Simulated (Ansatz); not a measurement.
**CH8ClNSi2 (SMILES [SiH3]CN[SiH2]Cl): density, localisation and related maps**

Input file:

```
crystal:
  periodic: [false, false, false]
  atoms:
    - { symbol: Si, position_ang: [-1.76, -0.4418, 0.5753] }
    - { symbol: C, position_ang: [-0.1727, -1.1153, -0.0108] }
    - { symbol: "N", position_ang: [0.9606, -0.2341, 0.167] }
    - { symbol: Si, position_ang: [1.38691, 0.84929, 1.44952] }
    - { symbol: Cl, position_ang: [3.00423, 1.88196, 1.02356] }
    - { symbol: H, position_ang: [-2.1632, 0.8061, -0.2597] }
    - { symbol: H, position_ang: [-2.863, -1.4055, 0.4426] }
    - { symbol: H, position_ang: [-1.6618, 0.0488, 1.9767] }
    - { symbol: H, position_ang: [-0.2416, -1.4028, -1.0177] }
    - { symbol: H, position_ang: [0.0138, -2.0287, 0.5853] }
    - { symbol: H, position_ang: [1.84602, -0.68627, -0.18366] }
    - { symbol: H, position_ang: [0.23653, 1.69963, 1.71473] }
    - { symbol: H, position_ang: [1.64275, -0.11384, 2.67009] }
basis:
  gaussian: { orbitals: def2-SVP }
hamiltonian:
  xc: r2scan
relax:
  f_tol: 0.015
  max_steps: 40
output:
  orbitals: {}
```

Launched as:

```sh
ansatz run input.yaml --threads 2 --pin off --max-ram 3072MiB --backend cpu --events-out ev --progress --plain --runs-dir out
```

The fields are those of the relaxed geometry.

Level of theory: RKS r2SCAN/def2-SVP (Ansatz).

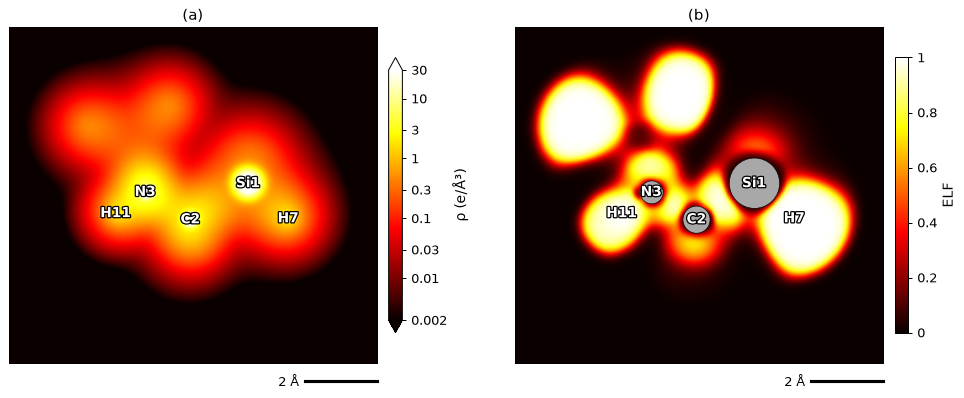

Figure 1. (a) electron density; (b) electron localisation function on the plane of atoms Si1, C2 and N3. Grey discs cover the atomic cores in the ELF map.

Interpret the plot.

- Atoms in the plane: Si, C, N and H.
- C–N (1.46 Å): ρ is about 1.8 e/Å³ halfway; the ELF peaks at about 0.90 between the atoms; a shared electron pair.
- C–Si (1.90 Å): ρ at the midpoint is about 0.92 e/Å³; the ELF peaks at about 0.95 between the atoms, as expected for a covalent bond.
- N–H (1.02 Å): ρ is about 2.7 e/Å³ halfway; the ELF climbs to about 1 towards the hydrogen, as it does in any bond to H: an ordinary covalent bond to hydrogen.
- Si–H (1.49 Å): the density is about 0.75 e/Å³ at the midpoint; the ELF climbs to about 1 towards the hydrogen.

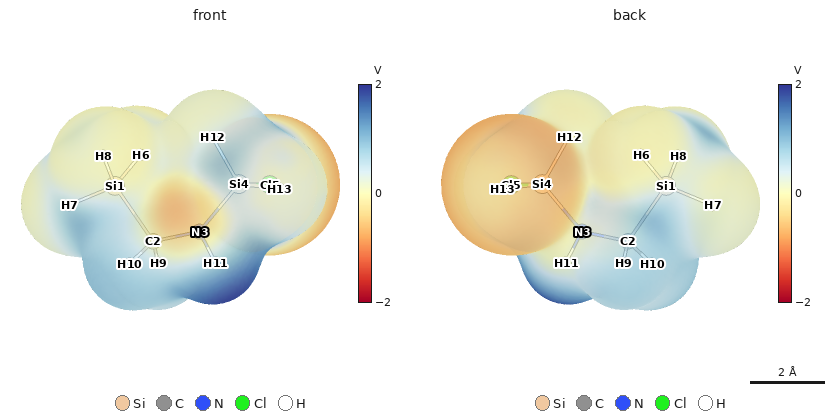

Figure 2. The molecular electrostatic potential painted on the density surface at 0.002 e/bohr³, seen from the front and from behind; red is negative and blue positive.

Where is the surface potential most negative and most positive?

The most negative region (about −0.7 V) lies over N3 and Cl5, the most positive (about +1.8 V) over H11.

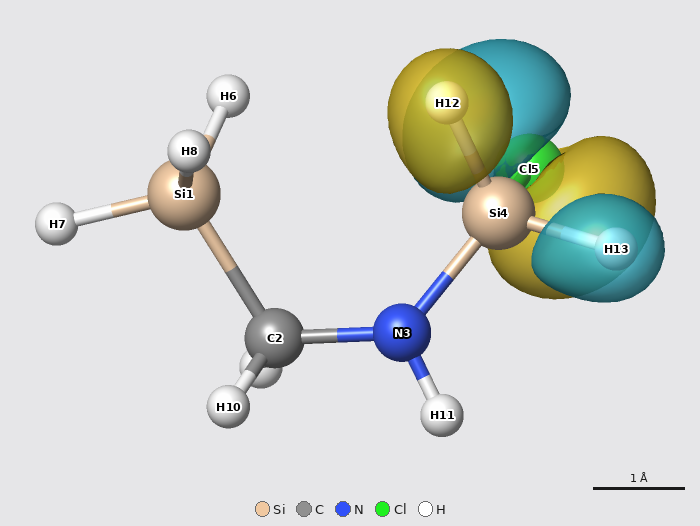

Figure 3. The HOMO−1 at ±0.15 Å⁻³ᐟ² (yellow and cyan are the two phases), seen at a tilt.

Describe this orbital and give its energy.

It lies mainly on Cl5 (about 70 %), Si4 (about 10 %), H12 (about 10 %) and H13 (about 5 %); largely a lone pair of Cl5. Its energy is −7.51 eV.
